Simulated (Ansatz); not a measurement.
Consider CH₄O₂S.

The calculation's input:

```
crystal:
  periodic: [false, false, false]
  atoms:
    - { symbol: O, position_ang: [0.50349, 1.11552, -0.84581] }
    - { symbol: C, position_ang: [0.17433, 0.7822, 0.45404] }
    - { symbol: S, position_ang: [0.48805, -0.97685, 0.86025] }
    - { symbol: O, position_ang: [-0.71959, -1.65012, -0.08069] }
    - { symbol: H, position_ang: [-0.0708, 0.63237, -1.45389] }
    - { symbol: H, position_ang: [-0.87982, 0.96875, 0.68586] }
    - { symbol: H, position_ang: [0.82052, 1.34952, 1.12295] }
    - { symbol: H, position_ang: [-0.31617, -2.22139, -0.74271] }
basis:
  gaussian: { orbitals: def2-SVP }
hamiltonian:
  xc: pbe
relax:
  f_tol: 0.02
  max_steps: 50
output:
  orbitals: {}
```

Launched as:

```sh
ansatz run input.yaml --threads 1 --pin off --max-ram 2048MiB --backend cpu --events-out ev --progress --plain --runs-dir out
```

The fields are those of the run's last geometry, not of the input's.

Method: Ansatz 0.2.0, RKS PBE/def2-SVP.

> What will maps of the electron density and electron localisation function show?

S–O (1.72 Å): ρ at the midpoint is about 1.2 e/Å³; the ELF peaks at about 0.80 between the atoms: a polar covalent bond.
C–S (1.84 Å): the density is about 1.2 e/Å³ at the midpoint; the ELF peaks at about 0.90 between the atoms, as expected for localised, covalent bonding.
C–H (1.11 Å): ρ at the midpoint is about 1.9 e/Å³; the ELF climbs to about 1 towards the hydrogen, as it does in any bond to H; an ordinary covalent bond to hydrogen.

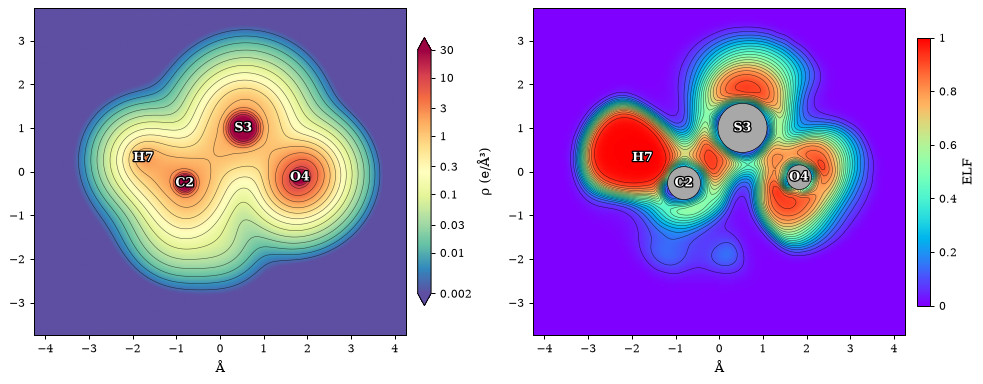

Computed electron density and electron localisation function on the plane of atoms C2, S3 and O4, in this order. Grey discs cover the atomic cores in the ELF map. 
